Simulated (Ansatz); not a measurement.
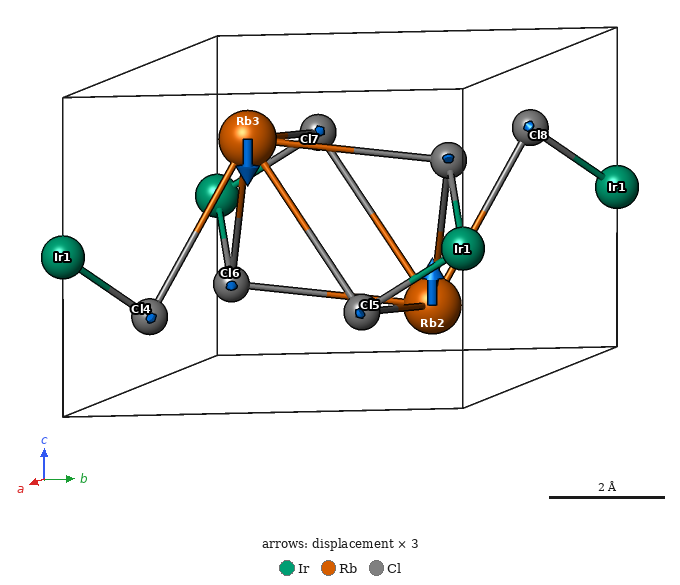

A relaxation of solid Rb2IrCl6 (a generated structure, set up in P-3m1). The starting structure is drawn; blue arrows show the displacements (the part carried along by the change of the cell is left out), 3 times their true length.

Style: ball-and-stick. Shown: the cell of the calculation, reduced to other axes, slightly off an axis. Lengths and directions refer to the drawn axes.

The start is a swapped structure.

The calculation used DFT, PAW plane waves, r2SCAN (Ansatz).

Input
```yaml
crystal:
  lattice:
    - [3.51194975, 6.08287529, 0.0]
    - [-3.51194975, 6.08287529, 0.0]
    - [0.0, 0.0, 5.63848052]
  atoms:
    - { symbol: Ir, position: [0.0, 0.0, 0.5] }
    - { symbol: Rb, position: [0.6667, 0.6666, 0.20338] }
    - { symbol: Rb, position: [0.3333, 0.3334, 0.79662] }
    - { symbol: Cl, position: [0.15652, 0.15648, 0.2798] }
    - { symbol: Cl, position: [0.687, 0.15652, 0.2798] }
    - { symbol: Cl, position: [0.15648, 0.687, 0.2798] }
    - { symbol: Cl, position: [0.313, 0.84352, 0.7202] }
    - { symbol: Cl, position: [0.84352, 0.84348, 0.7202] }
    - { symbol: Cl, position: [0.84348, 0.313, 0.7202] }
  symmetry: { tolerance: 0.0003 }
kpoints:
  mp_grid: { grid: [5, 5, 6], shift: [0, 0, 0] }
magnetization:
  spin_polarized: false
scf:
  occupations: { method: fermi_dirac, width: 0.1036 }
  lower_state_search: "off"
hamiltonian:
  pseudopotentials: { kind: paw }
  xc: r2scan
basis:
  ecutwfc: 500
  fft_grid_basis: typed
relax:
  max_steps: 60
  cell: { p_target: 0.0 }
  f_tol: 0.03
output:
  forces: true
  stress: true
  eigenvalues: true
  bader: true
  populations: true
  elf: true
  write_potential: true
  volumetric_format: npy
  dos:
    e_range: [-12, 8]
    de: 0.05
    projected: { site_lists: { Cl: [Cl], Ir: [Ir], Rb: [Rb] } }
checkpoint:
  read: saved_state
```

Run as
```bash
ansatz run input.yaml --threads 2 --pin off --max-ram 3584MiB --backend cpu --events-out ev --progress --plain --runs-dir out
```

Atoms of which element are displaced furthest, and by how much?

Rubidium: up to 0.28 Å, against 0.05 Å for chlorine.

What happened in the run?

The energy falls by 33.1 meV per atom in 4 accepted moves (5 points after the start). The largest force component goes from 0.79 to 0.011 eV/Å. The pressure goes from 2.83 to 0.04 GPa. The SCF was repeated once at an unchanged geometry on a basis and grid sized afresh for the cell, which shifted the energy by 0.1 meV per atom at most. The largest moves relative to the cell, 0.28 Å, are those of Rb2 and Rb3. Rb2 goes along +c. By element the largest moves are Rb 0.28 Å, Cl 0.05 Å. Ir stays in place. The volume changes by +1.3 %, with a = b 7.024 → 6.922 Å (−1.5 %), c 5.638 → 5.883 Å (+4.3 %). Near-neighbour distances that change, for instance: Rb2–Cl7 3.471 → 3.727 Å, Rb2–Cl7 (another image) 3.622 → 3.480 Å, Rb2–Cl4 3.540 → 3.464 Å, Ir1–Cl4 2.273 → 2.332 Å. Among the angles between lasting bonds that change: Rb3–Cl8–Rb3 165.5° → 174.9°, Rb2–Cl8–Rb3 83.3° → 87.4°, Rb2–Cl8–Rb2 105.3° → 109.4°. The space group stays P-3m1 (No. 164).

Limits of the set-up: an odd number of electrons was run without spin polarisation, which fails if the electron would localise.
